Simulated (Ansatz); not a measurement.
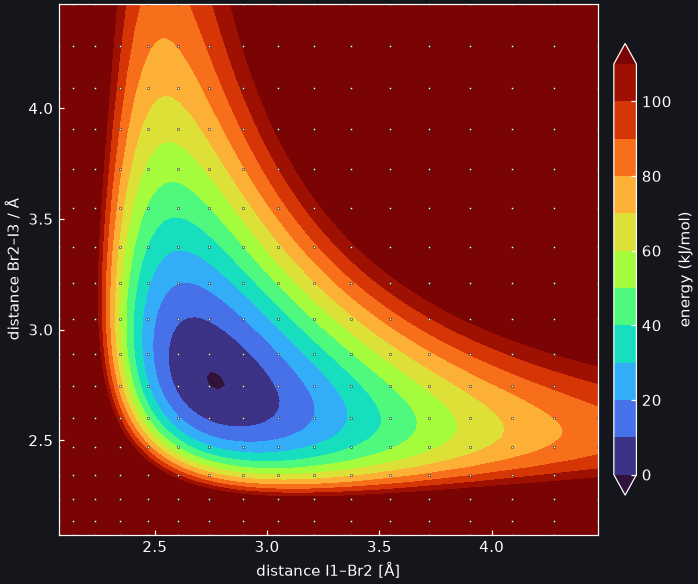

The system I⁻ + BrI. Coordinates scanned: (1) distance I1–Br2; (2) distance Br2–I3. Nothing is relaxed (the angle I1–Br2–I3 is fixed at 180 degrees). Grid: 17 × 17 points; 153 points were computed and 136 follow by symmetry. Points are written as (first, second). Energies are in kJ/mol, from the lowest grid point. The reference is spin-restricted, so regions where a bond is pulled apart into radicals lie too high. Method: RKS PBE0-D4/def2-TZVPD (Ansatz 0.2.0).

The picture shows filled contours, dots at the grid points, one colour for all values above the top of the scale. Between grid points the surface is interpolated.

Question: Where is the minimum, and how stiff is the well along each coordinate?

Answer: The interpolated minimum is at distance I1–Br2 ≈ 2.768 Å, distance Br2–I3 ≈ 2.768 Å. The curvatures there are about 4.5 eV/Å² and 4.5 eV/Å², with a cross term of about 2 eV/Å². Round the minimum the valley is somewhat tilted: raising distance I1–Br2 shifts the best value of distance Br2–I3 downwards (coupling k₁₂/√(k₁₁k₂₂) about 0.4). (1 eV is 96.5 kJ/mol.)
